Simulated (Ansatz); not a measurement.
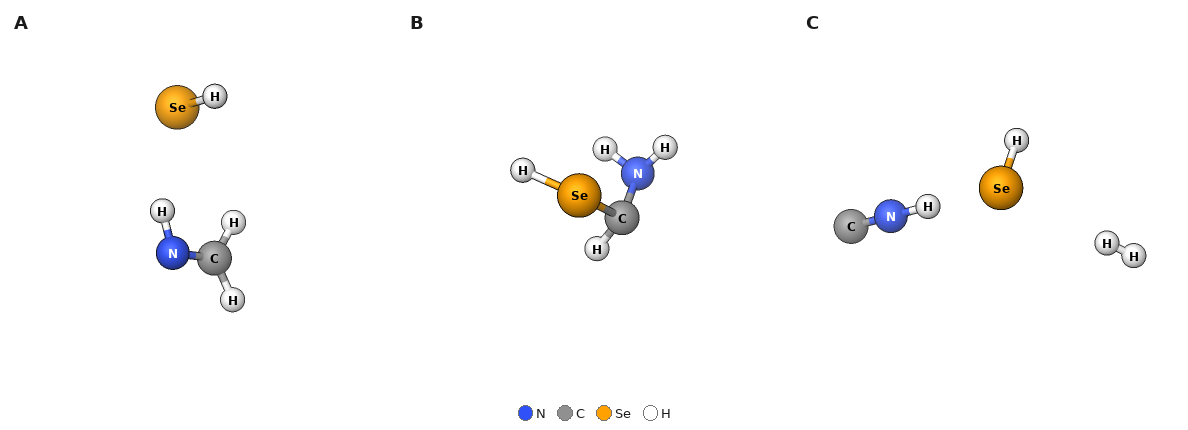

3 stationary structures of one formula. The species has charge −1 and is a spin singlet. Geometries: PBE0-D4/def2-TZVPD. Electronic energies: RHF-CCSD(T) (frozen core)/def2-TZVPPD (Ansatz 0.2.0), without zero-point energy. No frequency run is at hand to confirm each as a minimum. Each is one conformer, not always the lowest.

**Which is lowest in energy, and by how much?**

A is lowest (C1); C lies 0.731 eV above it (C1), B lies 1.926 eV above it (C1).
